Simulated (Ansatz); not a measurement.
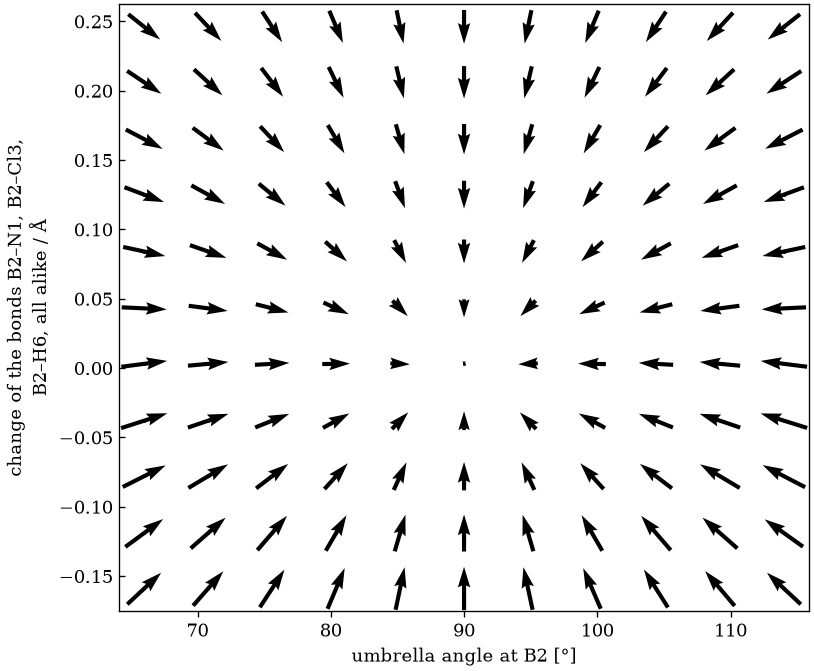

BClH3N, SMILES NBCl. Coordinates scanned: (1) umbrella angle at B2 (between each of its bonds and their common axis; 90 is planar); (2) change of the bonds B2–N1, B2–Cl3, B2–H6, all alike. Nothing is relaxed (all other coordinates rigid). The scan uses an 11 × 11 grid; 66 points were computed and 55 follow by symmetry. Points are written as (first, second). These are results of RKS r2SCAN-D4/def2-TZVP in Ansatz 0.2.0, not measurements.

In the figure: dots at the grid points, arrows along the force (downhill), their lengths compressed.

**The arrows alone are given. Where is the energy lowest?**

The arrows converge at about (90°, 0.000 Å) (read from the interpolated surface).

The energy map of the same scan:

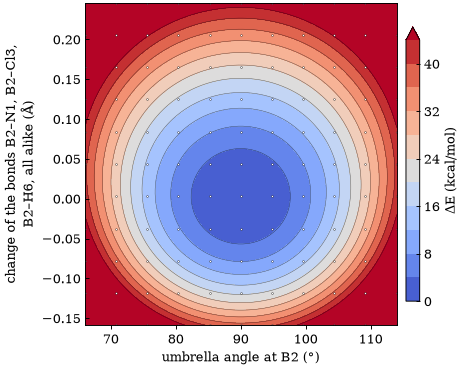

Energies are in kcal/mol, from the relaxed molecule at the same level; between grid points the surface is interpolated.
